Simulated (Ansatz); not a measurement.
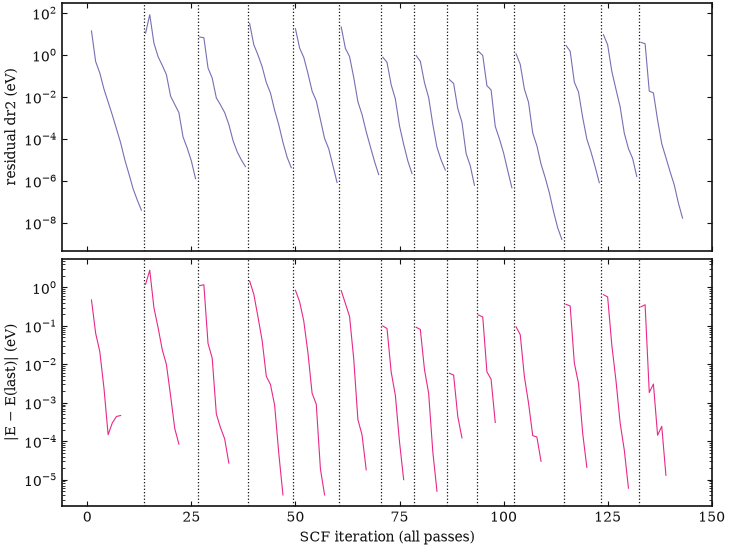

The plot shows the SCF iterations of a calculation: density residual dr2, distance of the Harris–Foulkes energy from its last value in each pass. Each stretch between dotted lines is the SCF of one geometry step of a relaxation. Energy differences below 3 × 10⁻⁶ eV aren't drawn. The starting density is a sum of atomic densities corrected by a trained network.

The run: Hf₃Ta₄N₄O₆ (interface cell, 51 atoms in the cell), by DFT PBE, scalar-relativistic, plane waves, PAW (Ansatz 0.2.0); cutoff 420 eV, 6×6×2 k-mesh, Gaussian smearing of 0.1 eV.

Question: Did the calculation converge?

Answer: It did not finish: the time limit cut it off after 143 iterations in all. There are 14 passes, of 7 to 13 iterations. In pass 14, the residual is still falling at the last step (down to 1.7 × 10⁻⁸).
